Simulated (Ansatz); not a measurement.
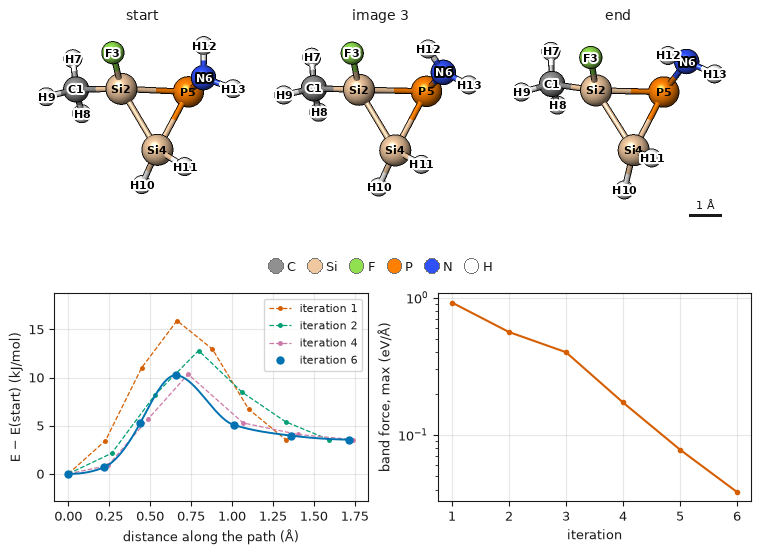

A search for the minimum-energy path of CH7FNPSi2 by the nudged elastic band. Images are numbered from 0 (start) to 6 (end). The plot follows the band through its iterations. The picture is a ball-and-stick view, seen at a tilt.

Level of theory: Ansatz, RKS PBE-D4/6-31G*. Settings: 5 movable images; climbing image; force threshold 0.05 eV/Å; iteration limit 60; starting path by image-dependent pair potential.

Question: Judge this run.

Answer: The result is final at these settings. The band converged in 6 iterations. The largest component of the band force went from 0.92 to 0.038 eV/Å. The climbing image converged on the top of the path. Its vibrational analysis gives one imaginary mode (429i cm⁻¹), as a transition state must have. The first iteration put the highest image at 15.9 kJ/mol. The energy climbs by 10.2 kJ/mol to image 3 and then falls by 6.7 kJ/mol, so the end point sits at +3.6 kJ/mol.

The run took 2.1 min on 2 threads of Arm Neoverse V1, on a shared host, peak memory 0.17 GiB.
